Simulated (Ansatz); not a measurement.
The calculation's input:

```
crystal:
  periodic: [false, false, false]
  atoms:
    - symbol: C
      position_ang: [0.749429, 0.174838, 0.998445]
    - symbol: Al
      position_ang: [-0.754610, -0.452223, -0.093517]
    - symbol: Cl
      position_ang: [0.744173, 1.466704, -0.332599]
    - symbol: H
      position_ang: [-0.446610, -1.494310, -1.242419]
    - symbol: H
      position_ang: [0.605002, 0.711938, 1.932297]
    - symbol: H
      position_ang: [-2.201610, 0.066112, 0.278417]
    - symbol: H
      position_ang: [1.731285, -0.289460, 0.955928]
basis:
  gaussian:
    orbitals: def2-TZVPD
hamiltonian:
  xc: pbe0
output: {forces: true, orbitals: {seedname: orbitals}}
```

Command:

```sh
ansatz run input.yaml --threads 2 --pin off --max-ram 4350MiB --events-out events.jsonl --progress --plain --runs-dir runs
```

Geometry: PBE0-D4/def2-TZVP.

Theory: isolated molecule in a Gaussian basis; Kohn-Sham density functional theory, functional PBE0 (Ansatz).

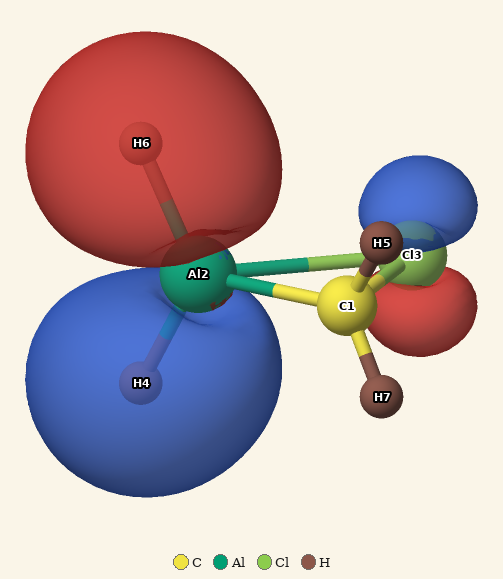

CH4AlCl. The HOMO−1 at ±0.08 Å⁻³ᐟ² (red and blue are the two phases), seen at an oblique angle.

What is the character of this orbital?

It lies mainly on Al2 (about 35 %), H4 (about 30 %) and H6 (about 30 %). Its energy is −8.34 eV.
